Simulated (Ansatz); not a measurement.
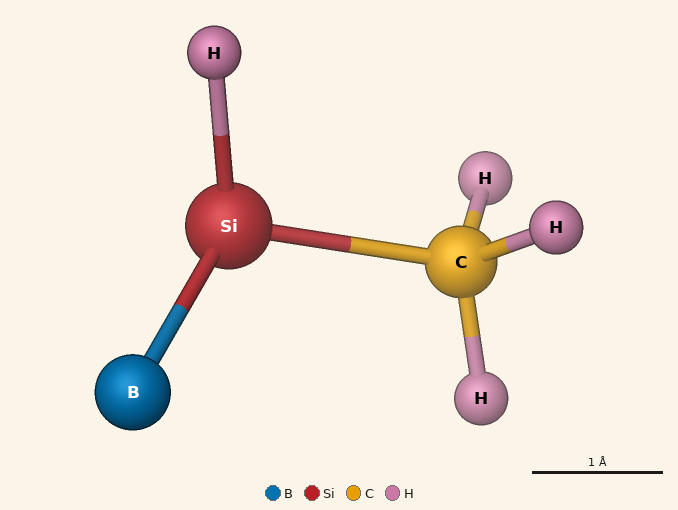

Distant atoms are faded towards the background colour. State: neutral, doublet. The computed structure is the end point of a PBE-D4/def2-SVP optimisation. No frequency run is at hand to confirm it as a minimum. Masses are those of the most abundant isotopes; constants are for the rigid equilibrium geometry.

### What kind of rotor is it, and what are its rotational constants in cm⁻¹?

An asymmetric top (C1): A = 0.840, B = 0.218, C = 0.185 cm⁻¹. Ray's parameter κ is −0.90, close to the prolate limit.
